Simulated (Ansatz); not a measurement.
**Cl3H3Si2: density, localisation and related maps**

Input

```
crystal:
  periodic: [false, false, false]
  atoms:
    - { symbol: Si, position_ang: [0.0, 0.0, 0.0] }
    - { symbol: Si, position_ang: [0.0, 0.0, 2.22] }
    - { symbol: H, position_ang: [-1.3148, -0.4067, 2.7074] }
    - { symbol: H, position_ang: [1.0096, -0.9353, 2.7074] }
    - { symbol: H, position_ang: [0.3052, 1.342, 2.7074] }
    - { symbol: Cl, position_ang: [2.0086, 0.0, -0.7093] }
    - { symbol: Cl, position_ang: [-1.0032, 1.7381, -0.7093] }
    - { symbol: Cl, position_ang: [-1.0032, -1.7381, -0.7093] }
basis:
  gaussian: { orbitals: def2-SVP }
hamiltonian:
  xc: b3lyp
  dispersion: d4
relax:
  f_tol: 0.02
  max_steps: 40
output:
  orbitals: {}
```

Launched as:

```sh
ansatz run input.yaml --threads 4 --pin off --max-ram 5120MiB --backend cpu --events-out ev --progress --plain --runs-dir out
```

The fields are those of the run's last geometry, not of the input's.

All numbers below come from RKS B3LYP-D4/def2-SVP in Ansatz 0.2.0.

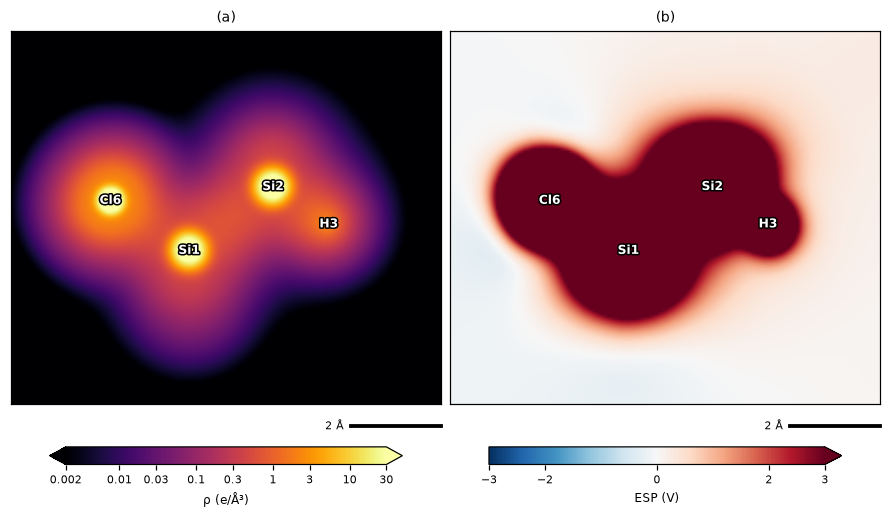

Figure 1. (a) total electron density; (b) molecular electrostatic potential on the plane of atoms Si1, Si2 and H3.

Read the bonding off the picture.

Answer. The section cuts through Si, H and Cl sites.
Si–Cl (2.07 Å): ρ at the midpoint is about 0.85 e/Å³.
Si–Si (2.34 Å): ρ is about 0.67 e/Å³ halfway.
Si–H (1.49 Å): ρ at the midpoint is about 0.77 e/Å³.
Outside the dense part of the molecule the potential is most negative (−0.3 V) near Cl6.

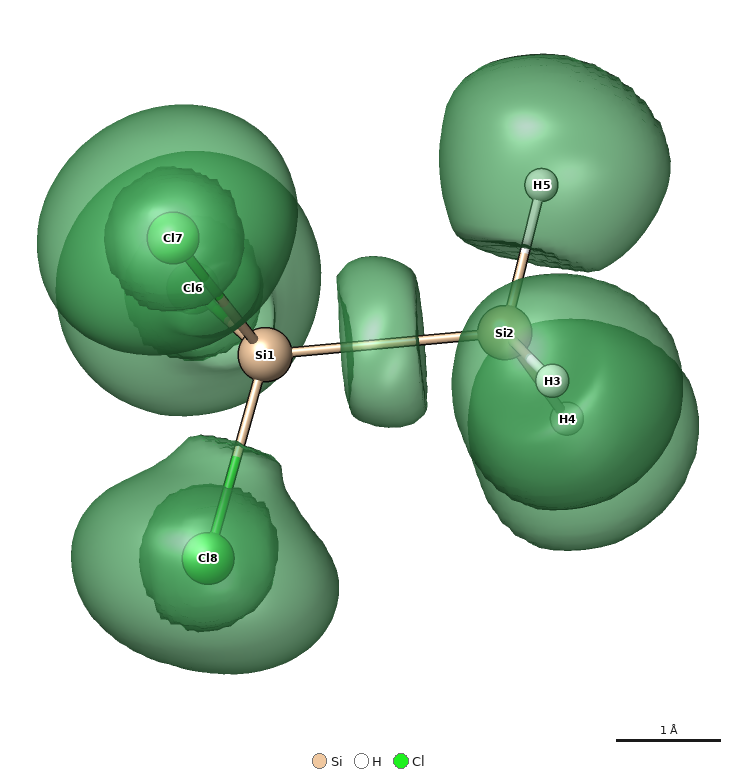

Figure 2. Isosurface of the electron localisation function at 0.75 (green), seen at an oblique angle. Only the valence region is drawn (cores and ρ < 0.01 e/Å³ removed).

What do the ELF domains correspond to?

Answer. At this value the surface marks out one region between bonded Si–Si atoms (shared pairs), three regions around hydrogen nuclei and three regions on Cl in which the atom's valence shell and bonds are merged. Profiles from the grid: Si–Cl (2.07 Å): the ELF peaks at about 0.90 between the atoms: a shared but strongly polarised pair. Si–Si (2.34 Å): the ELF peaks at about 1 between the atoms; a shared electron pair.

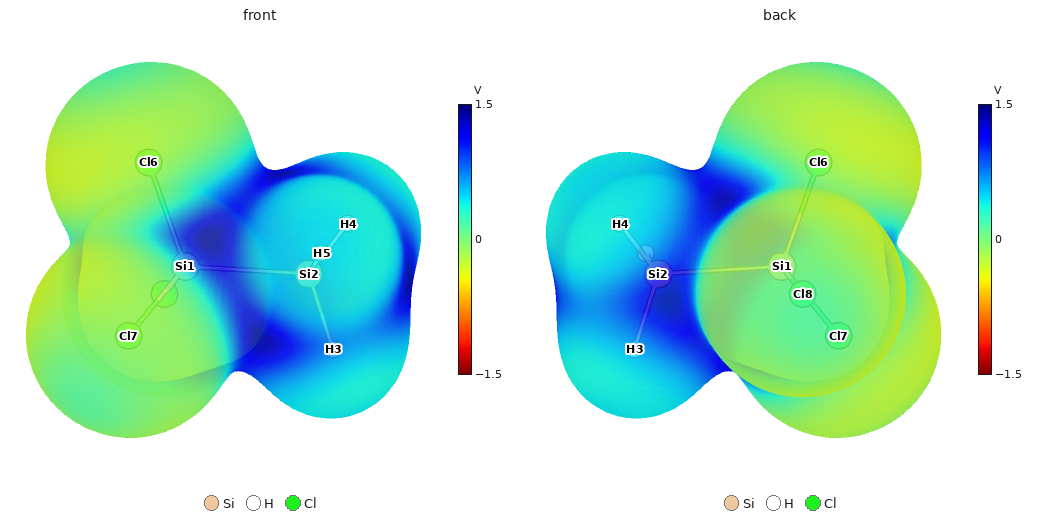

Figure 3. The electrostatic potential painted on the density surface at 0.002 e/bohr³, seen from the front and from behind; red is negative and blue positive.

Which sites attract a positive test charge, and which a negative one?

Answer. A positive charge is drawn to the negative regions and a negative charge to the positive ones. The most negative region (about −0.3 V) lies over Cl6, Cl7 and Cl8, the most positive (about +1.4 V) over Si1 and Si2.
